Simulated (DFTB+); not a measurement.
Geometry relaxation, with input and output: Si2SbH6OF (part 1 of 3)

System: Si2SbH6OF.
Method: GFN2-xTB, R-SCC, dispersion built in (DFTB+ 25.1).

The geometry: force field.

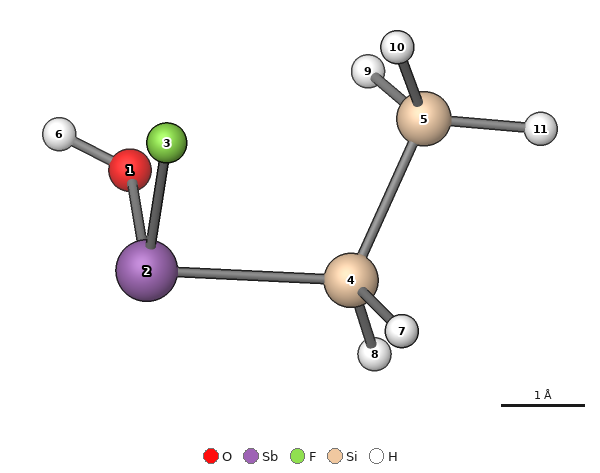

Figure 1. The input geometry (ball-and-stick view, seen at a tilt; atoms are numbered from 1 in the order of the input). Sticks mark near contacts. Bond lengths as drawn: F–Sb 1.97 Å, H–O 0.96 Å, H–Si 1.44 to 1.52 Å, O–Sb 1.99 Å, Sb–Si 2.50 Å and Si–Si 2.19 Å.

**Input (dftb_in.hsd)**
```
Geometry = GenFormat {
  <<< "mol.gen"
}
Driver = GeometryOptimisation {
  Optimiser = Rational {}
  MaxSteps = 100
  Convergence = {
    GradElem = 0.001
  }
  AppendGeometries = Yes
}
Hamiltonian = xTB {
  Method = "GFN2-xTB"
  Charge = 0
}
Analysis = {
  PrintForces = Yes
}
Options = {
  WriteResultsTag = Yes
}
InputVersion = 25.1
```

**File mol.gen**
```
11 C
O Sb F Si H
   1  1      0.004300      1.010900      2.142000
   2  2     -0.211100     -0.962000      2.020900
   3  3      1.664500     -1.145700      1.437800
   4  4     -0.913100     -0.826300     -0.374500
   5  4      0.338300      0.544900     -1.531500
   6  5      0.539700      1.231500      2.912300
   7  5     -0.900700     -2.173900     -0.971000
   8  5     -2.331400     -0.321800     -0.417800
   9  5      0.280900      1.906800     -0.864200
  10  5      1.721200      0.055400     -1.443900
  11  5     -0.127300      0.623200     -2.889600
```

Hardware: 1 thread of Intel Xeon (Sapphire Rapids), 32 GiB of memory available, shared host.

Launch command:
```bash
dftb+ > output.log
```

**What the program printed**
```
|  DFTB+ development version (commit: a23bfb2)

Reading input file 'dftb_in.hsd'
Parser version: 14

--------------------------------------------------------------------------------

Processed input in HSD format written to 'dftb_pin.hsd'

Starting initialization...
--------------------------------------------------------------------------------
OpenMP threads:              1
Chosen random seed:          168034263
Current stacksize:           unlimited
Mode:                        Geometry optimisation relaxation
Self consistent charges:     Yes
SCC-tolerance:                 0.100000E-04
Max. scc iterations:                    100
Shell resolved Hubbard:      Yes
Spin polarisation:           No
Nr. of up electrons:            16.000000
Nr. of down electrons:          16.000000
Periodic boundaries:         No
Electronic solver:           Relatively robust
Mixer:                       Broyden mixer
Mixing parameter:                  0.200000
Nr. of chrg. vec. in memory:            100
Max. SCC-cycles:                        100
Max. nr. of geometry steps:             100
tblite library version:      0.3.0
-> parametrization:          GFN2-xTB
-> repulsion:                Yes
-> dispersion:               Yes
-> halogen bonding:          No
-> electrostatics:           Yes
   -> isotropic:             Yes
   -> anisotropic:           Yes
   -> third-order:           Yes
Electronic temperature:              0.950045E-03 H      0.258520E-01 eV
Initial charges:             Set automatically (system chrg:   0.000E+00)
Included shells:             O:  s, p
                            Sb:  s, p, d
                             F:  s, p
                            Si:  s, p, d
                             H:  s
Extra options:
                             Mulliken analysis
                             Force calculation
Force type                   original

--------------------------------------------------------------------------------

***  Geometry step: 0

 iSCC Total electronic   Diff electronic      SCC error
    1   -0.17356312E+02    0.00000000E+00    0.25837442E+01
    2   -0.17561217E+02   -0.17356312E+02    0.18256472E+01
    3   -0.17650427E+02   -0.20490536E+00    0.79219374E+00
    4   -0.17635639E+02   -0.89209422E-01    0.50735616E+00
    5   -0.17653619E+02    0.14787642E-01    0.35474379E+00
    6   -0.17664072E+02   -0.17979455E-01    0.11677670E+00
    7   -0.17664555E+02   -0.10453852E-01    0.62267088E-01
    8   -0.17664941E+02   -0.48273117E-03    0.35927647E-01
    9   -0.17664965E+02   -0.38625056E-03    0.11628244E-01
   10   -0.17665013E+02   -0.23133619E-04    0.68269603E-02
   11   -0.17665057E+02   -0.47957609E-04    0.27026422E-02
   12   -0.17665071E+02   -0.44325852E-04    0.37563309E-02
   13   -0.17665068E+02   -0.14404878E-04    0.50981443E-03
   14   -0.17665069E+02    0.30326654E-05    0.22982718E-03
   15   -0.17665070E+02   -0.11151404E-05    0.19235158E-03
   16   -0.17665070E+02   -0.16206035E-06    0.51127590E-04
   17   -0.17665070E+02   -0.15186561E-06    0.47152648E-04
   18   -0.17665070E+02    0.76745614E-07    0.43599638E-05

Total Energy:                      -17.5918906734 H         -478.6997 eV
Extrapolated to 0K:                -17.5918906734 H         -478.6997 eV
Total Mermin free energy:          -17.5918906734 H         -478.6997 eV
Force related energy:              -17.5918906734 H         -478.6997 eV

total energy  -1.7591891E+01 H       energy change -1.7591891E+01 H
gradient norm  7.4159847E-02 H/a0    max. gradient  3.7923986E-02 H/a0
step length    0.0000000E+00 a0      max. step      0.0000000E+00 a0

--------------------------------------------------------------------------------

***  Geometry step: 1

 iSCC Total electronic   Diff electronic      SCC error
    1   -0.17668041E+02    0.00000000E+00    0.61740908E-01
    2   -0.17668070E+02   -0.29712276E-02    0.49982685E-01
    3   -0.17668071E+02   -0.29454192E-04    0.39585344E-01
    4   -0.17668052E+02   -0.52724181E-06    0.69972414E-02
    5   -0.17668057E+02    0.18696857E-04    0.52384414E-02
    6   -0.17668059E+02   -0.46440290E-05    0.24006214E-02
    7   -0.17668062E+02   -0.27251369E-05    0.10399991E-02
    8   -0.17668068E+02   -0.23191281E-05    0.16599145E-03
    9   -0.17668068E+02   -0.57955100E-05    0.10131534E-03
   10   -0.17668068E+02   -0.15517613E-06    0.54243065E-04
   11   -0.17668068E+02    0.13968439E-07    0.15906567E-04
   12   -0.17668068E+02   -0.38987761E-07    0.91555138E-05

Total Energy:                      -17.5961558342 H         -478.8158 eV
Extrapolated to 0K:                -17.5961558342 H         -478.8158 eV
Total Mermin free energy:          -17.5961558342 H         -478.8158 eV
Force related energy:              -17.5961558342 H         -478.8158 eV

total energy  -1.7596156E+01 H       energy change -4.2651608E-03 H
gradient norm  4.3903985E-02 H/a0    max. gradient  2.1154472E-02 H/a0
step length    7.3756416E-02 a0      max. step      3.7717679E-02 a0

--------------------------------------------------------------------------------

***  Geometry step: 2

 iSCC Total electronic   Diff electronic      SCC error
    1   -0.17670726E+02    0.00000000E+00    0.10054725E+00
    2   -0.17670788E+02   -0.26582563E-02    0.79383483E-01
    3   -0.17670769E+02   -0.61763271E-04    0.70151160E-01
    4   -0.17670687E+02    0.18445432E-04    0.12069406E-01
    5   -0.17670695E+02    0.82621134E-04    0.68654652E-02
    6   -0.17670698E+02   -0.79667807E-05    0.33334637E-02
    7   -0.17670705E+02   -0.35849611E-05    0.11707782E-02
    8   -0.17670716E+02   -0.66566159E-05    0.23500918E-03
    9   -0.17670716E+02   -0.10522450E-04    0.16405628E-03
   10   -0.17670716E+02   -0.52744138E-06    0.98117342E-04
   11   -0.17670716E+02    0.58885686E-07    0.13328202E-04
   12   -0.17670716E+02    0.20148047E-07    0.41824295E-05

Total Energy:                      -17.5990186302 H         -478.8937 eV
Extrapolated to 0K:                -17.5990186302 H         -478.8937 eV
Total Mermin free energy:          -17.5990186302 H         -478.8937 eV
Force related energy:              -17.5990186302 H         -478.8937 eV

total energy  -1.7599019E+01 H       energy change -2.8627960E-03 H
gradient norm  1.9504212E-02 H/a0    max. gradient  1.0877127E-02 H/a0
step length    1.1027431E-01 a0      max. step      5.3597898E-02 a0

--------------------------------------------------------------------------------

***  Geometry step: 3

 iSCC Total electronic   Diff electronic      SCC error
    1   -0.17670705E+02    0.00000000E+00    0.44051442E-01
    2   -0.17670713E+02    0.10592957E-04    0.34388568E-01
    3   -0.17670698E+02   -0.81375677E-05    0.29701720E-01
    4   -0.17670652E+02    0.15594708E-04    0.33578294E-02
    5   -0.17670658E+02    0.46274918E-04    0.13991085E-02
    6   -0.17670662E+02   -0.61616351E-05    0.92992985E-03
    7   -0.17670668E+02   -0.42162627E-05    0.37732333E-03
    8   -0.17670673E+02   -0.63070558E-05    0.85565275E-04
    9   -0.17670673E+02   -0.43303059E-05    0.61422899E-04
   10   -0.17670673E+02   -0.21320444E-06    0.21764911E-04
   11   -0.17670673E+02   -0.88139458E-07    0.76547828E-05

Total Energy:                      -17.5995452321 H         -478.9080 eV
Extrapolated to 0K:                -17.5995452321 H         -478.9080 eV
Total Mermin free energy:          -17.5995452321 H         -478.9080 eV
Force related energy:              -17.5995452321 H         -478.9080 eV

total energy  -1.7599545E+01 H       energy change -5.2660197E-04 H
gradient norm  1.9161082E-02 H/a0    max. gradient  7.8232528E-03 H/a0
step length    4.0829579E-02 a0      max. step      2.2128169E-02 a0

--------------------------------------------------------------------------------

***  Geometry step: 4

 iSCC Total electronic   Diff electronic      SCC error
    1   -0.17669377E+02    0.00000000E+00    0.10014165E+00
    2   -0.17669409E+02    0.12960249E-02    0.78326918E-01
    3   -0.17669390E+02   -0.32336518E-04    0.63882809E-01
    4   -0.17669306E+02    0.19088313E-04    0.53856165E-02
    5   -0.17669319E+02    0.84291333E-04    0.24534317E-02
    6   -0.17669342E+02   -0.13324846E-04    0.16535871E-02
    7   -0.17669354E+02   -0.23083959E-04    0.96825939E-03
    8   -0.17669361E+02   -0.11336433E-04    0.16595403E-03
    9   -0.17669362E+02   -0.72535826E-05    0.13213169E-03
   10   -0.17669363E+02   -0.12302795E-05    0.39925691E-04
   11   -0.17669363E+02   -0.48715340E-06    0.18486982E-04
   12   -0.17669363E+02   -0.45231502E-07    0.11290014E-04
   13   -0.17669363E+02   -0.35158223E-08    0.32828436E-05

Total Energy:                      -17.6005308473 H         -478.9348 eV
Extrapolated to 0K:                -17.6005308473 H         -478.9348 eV
Total Mermin free energy:          -17.6005308473 H         -478.9348 eV
Force related energy:              -17.6005308473 H         -478.9348 eV

total energy  -1.7600531E+01 H       energy change -9.8561514E-04 H
gradient norm  1.9600024E-02 H/a0    max. gradient  7.7748397E-03 H/a0
step length    9.5299007E-02 a0      max. step      5.2789106E-02 a0

--------------------------------------------------------------------------------

***  Geometry step: 5

 iSCC Total electronic   Diff electronic      SCC error
    1   -0.17667087E+02    0.00000000E+00    0.94508069E-01
    2   -0.17667115E+02    0.22754384E-02    0.74249363E-01
    3   -0.17667118E+02   -0.28162938E-04    0.54360020E-01
    4   -0.17667082E+02   -0.30988322E-05    0.48690439E-02
    5   -0.17667096E+02    0.36904699E-04    0.26246405E-02
    6   -0.17667123E+02   -0.14111280E-04    0.11888298E-02
    7   -0.17667132E+02   -0.27725704E-04    0.83796861E-03
    8   -0.17667135E+02   -0.85587405E-05    0.30734161E-03
    9   -0.17667136E+02   -0.32865602E-05    0.10116470E-03
   10   -0.17667136E+02   -0.69402837E-06    0.67942857E-04
   11   -0.17667137E+02   -0.53928767E-06    0.21242308E-04
   12   -0.17667137E+02   -0.27653742E-06    0.80884259E-05

Total Energy:                      -17.6013276628 H         -478.9565 eV
Extrapolated to 0K:                -17.6013276628 H         -478.9565 eV
Total Mermin free energy:          -17.6013276628 H         -478.9565 eV
Force related energy:              -17.6013276628 H         -478.9565 eV

total energy  -1.7601328E+01 H       energy change -7.9681556E-04 H
gradient norm  1.7829283E-02 H/a0    max. gradient  6.1433827E-03 H/a0
step length    1.0216343E-01 a0      max. step      5.1062613E-02 a0

--------------------------------------------------------------------------------

***  Geometry step: 6

 iSCC Total electronic   Diff electronic      SCC error
    1   -0.17665082E+02    0.00000000E+00    0.61369568E-01
    2   -0.17665100E+02    0.20548805E-02    0.49013650E-01
    3   -0.17665148E+02   -0.17848560E-04    0.25746126E-01
    4   -0.17665157E+02   -0.48260261E-04    0.57865391E-02
    5   -0.17665169E+02   -0.91396475E-05    0.23316581E-02
    6   -0.17665181E+02   -0.11337849E-04    0.17091070E-02
    7   -0.17665193E+02   -0.12281656E-04    0.61101273E-03
    8   -0.17665194E+02   -0.11728452E-04    0.35075957E-03
    9   -0.17665196E+02   -0.19251990E-05    0.10683051E-03
   10   -0.17665196E+02   -0.12334005E-05    0.39114826E-04
   11   -0.17665196E+02   -0.31687962E-06    0.19990821E-04
   12   -0.17665196E+02   -0.27193945E-06    0.29016972E-05

Total Energy:                      -17.6018983947 H         -478.9720 eV
Extrapolated to 0K:                -17.6018983947 H         -478.9720 eV
Total Mermin free energy:          -17.6018983947 H         -478.9720 eV
Force related energy:              -17.6018983947 H         -478.9720 eV

total energy  -1.7601898E+01 H       energy change -5.7073186E-04 H
gradient norm  1.6562283E-02 H/a0    max. gradient  7.2952822E-03 H/a0
step length    8.8900572E-02 a0      max. step      3.4180135E-02 a0

--------------------------------------------------------------------------------

***  Geometry step: 7

 iSCC Total electronic   Diff electronic      SCC error
    1   -0.17663810E+02    0.00000000E+00    0.30919630E-01
    2   -0.17663829E+02    0.13866588E-02    0.26419792E-01
    3   -0.17663955E+02   -0.18994105E-04    0.97919830E-02
    4   -0.17663971E+02   -0.12632412E-03    0.60666252E-02
    5   -0.17663985E+02   -0.15575781E-04    0.43005860E-02
    6   -0.17663991E+02   -0.14211511E-04    0.16093734E-02
    7   -0.17663999E+02   -0.61107792E-05    0.32142457E-03
    8   -0.17664000E+02   -0.81313351E-05    0.15262263E-03
    9   -0.17664001E+02   -0.12597853E-05    0.11974020E-03
   10   -0.17664002E+02   -0.59538550E-06    0.54103993E-04
   11   -0.17664002E+02   -0.78525006E-06    0.91826731E-05

Total Energy:                      -17.6024279014 H         -478.9864 eV
Extrapolated to 0K:                -17.6024279014 H         -478.9864 eV
Total Mermin free energy:          -17.6024279014 H         -478.9864 eV
Force related energy:              -17.6024279014 H         -478.9864 eV

total energy  -1.7602428E+01 H       energy change -5.2950674E-04 H
gradient norm  1.7327562E-02 H/a0    max. gradient  8.2259186E-03 H/a0
step length    8.4448043E-02 a0      max. step      2.6740895E-02 a0

--------------------------------------------------------------------------------

***  Geometry step: 8

 iSCC Total electronic   Diff electronic      SCC error
    1   -0.17663080E+02    0.00000000E+00    0.36088122E-01
    2   -0.17663120E+02    0.92190033E-03    0.30384850E-01
    3   -0.17663217E+02   -0.39769804E-04    0.26401935E-01
    4   -0.17663374E+02   -0.97048056E-04    0.10927363E-01
    5   -0.17663428E+02   -0.15728692E-03    0.62874400E-02
    6   -0.17663430E+02   -0.53206361E-04    0.17295605E-02
    7   -0.17663437E+02   -0.27449935E-05    0.41306298E-03
    8   -0.17663437E+02   -0.63149217E-05    0.19264751E-03
    9   -0.17663437E+02   -0.11077049E-06    0.14873505E-03
   10   -0.17663439E+02   -0.48430789E-06    0.83649547E-04
   11   -0.17663439E+02   -0.13612837E-05    0.18262341E-04
   12   -0.17663440E+02   -0.77707111E-06    0.93674682E-05

Total Energy:                      -17.6031127510 H         -479.0051 eV
Extrapolated to 0K:                -17.6031127510 H         -479.0051 eV
Total Mermin free energy:          -17.6031127510 H         -479.0051 eV
Force related energy:              -17.6031127510 H         -479.0051 eV

total energy  -1.7603113E+01 H       energy change -6.8484954E-04 H
gradient norm  1.8831658E-02 H/a0    max. gradient  7.2994709E-03 H/a0
step length    1.1306532E-01 a0      max. step      3.6756149E-02 a0

--------------------------------------------------------------------------------

***  Geometry step: 9
```
